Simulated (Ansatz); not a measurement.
C₈H₁₈O

Input

```
crystal:
  periodic: [false, false, false]
  atoms:
    - {symbol: C, position_ang: [-2.192694, -2.617544, -0.987499]}
    - {symbol: C, position_ang: [-2.451335, -1.307045, -1.713584]}
    - {symbol: C, position_ang: [-2.122963, -0.066351, -0.893074]}
    - {symbol: C, position_ang: [-0.649285, 0.092012, -0.553358]}
    - {symbol: C, position_ang: [-0.355232, 1.374473, 0.209738]}
    - {symbol: C, position_ang: [1.120683, 1.613667, 0.496828]}
    - {symbol: C, position_ang: [1.742256, 0.613559, 1.458576]}
    - {symbol: C, position_ang: [3.211679, 0.875339, 1.729020]}
    - {symbol: O, position_ang: [4.017628, 0.782548, 0.570786]}
    - {symbol: H, position_ang: [-1.134665, -2.749428, -0.749613]}
    - {symbol: H, position_ang: [-2.499473, -3.473101, -1.593604]}
    - {symbol: H, position_ang: [-2.750348, -2.660434, -0.047056]}
    - {symbol: H, position_ang: [-3.504574, -1.265105, -2.010216]}
    - {symbol: H, position_ang: [-1.873931, -1.284361, -2.645501]}
    - {symbol: H, position_ang: [-2.707314, -0.082990, 0.035991]}
    - {symbol: H, position_ang: [-2.454634, 0.822653, -1.442015]}
    - {symbol: H, position_ang: [-0.061860, 0.082612, -1.481087]}
    - {symbol: H, position_ang: [-0.312496, -0.770897, 0.029409]}
    - {symbol: H, position_ang: [-0.745105, 2.221341, -0.366657]}
    - {symbol: H, position_ang: [-0.915856, 1.369510, 1.153456]}
    - {symbol: H, position_ang: [1.246387, 2.619080, 0.915250]}
    - {symbol: H, position_ang: [1.684345, 1.605777, -0.441888]}
    - {symbol: H, position_ang: [1.633270, -0.408225, 1.073594]}
    - {symbol: H, position_ang: [1.204866, 0.634512, 2.415051]}
    - {symbol: H, position_ang: [3.348805, 1.895881, 2.098084]}
    - {symbol: H, position_ang: [3.575980, 0.194760, 2.511055]}
    - {symbol: H, position_ang: [3.945866, -0.112250, 0.228328]}
basis:
  gaussian: {orbitals: def2-TZVPP}
hamiltonian: {xc: pbe0, dispersion: d4}
output: {orbitals: {seedname: orbitals}}
```

Run with:

```sh
ansatz run in.yaml --threads 5 --pin off --events-out ev --progress --plain --max-ram 66560MiB --backend cuda --devices 0, --max-vram 37GiB
```

Geometry: PBE0-D4/def2-TZVP.

Theory: RKS PBE0-D4/def2-TZVPP in Ansatz 0.2.0.

Question: Predict the electron density and electron localisation function between the atoms.

Answer: C–C (1.52 Å): the density is about 1.7 e/Å³ at the midpoint; the ELF peaks at about 0.95 between the atoms, as expected for a shared electron pair.
O–H (0.96 Å): ρ is about 3.8 e/Å³ halfway; the ELF climbs to about 1 towards the hydrogen, as it does in any bond to H (an ordinary covalent bond to hydrogen).
C–H (1.10 Å): ρ at the midpoint is about 2 e/Å³; the ELF climbs to about 1 towards the hydrogen (a covalent bond by its length).

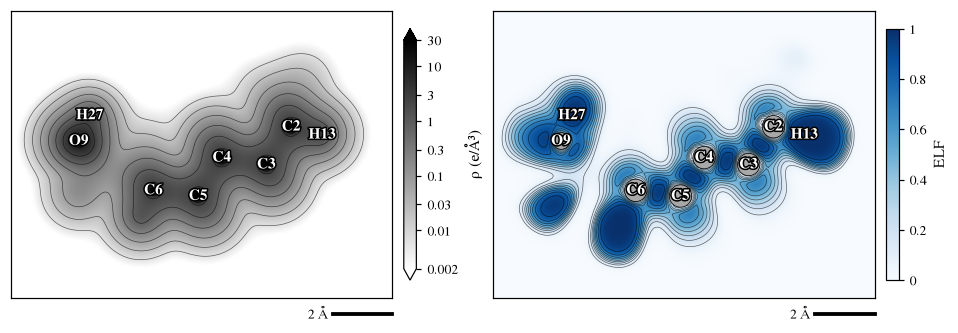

Computed electron density and electron localisation function on the plane of atoms C2, C3 and C4, in this order. Grey discs cover the atomic cores in the ELF map. 
